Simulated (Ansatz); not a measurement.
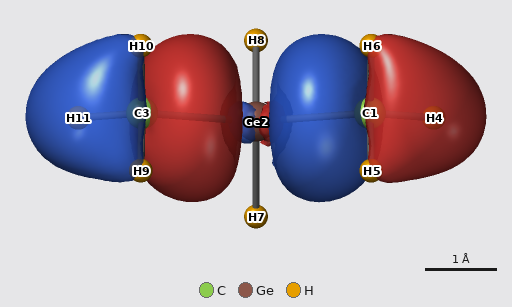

*C2H8Ge (SMILES [CH3][GeH2][CH3]). The HOMO at ±0.1 Å⁻³ᐟ² (blue and red are the two phases), seen from one side.*

Geometry: PBE0-D4/def2-TZVP.

These are results of RKS PBE0-D4/def2-TZVPP in Ansatz 0.2.0, not measurements.

```xyz
11

C    -1.2512    0.9594   -0.4373
Ge   -0.1868   -0.6752   -0.3103
C     1.4394   -0.3568    0.7265
H    -2.1597    0.7856   -1.0151
H    -0.6763    1.7479   -0.9256
H    -1.5352    1.3040    0.5583
H     0.1893   -1.1591   -1.7270
H    -1.0214   -1.7850    0.3639
H     2.0448    0.4171    0.2522
H     1.1861   -0.0281    1.7357
H     2.0364   -1.2667    0.7990
```

Question: Where does this orbital lie, and at what energy?

Answer: By Hirshfeld shares it lies mainly on Ge2 (about 25 %), C1 (about 25 %) and C3 (about 25 %). Its energy is −8.53 eV.
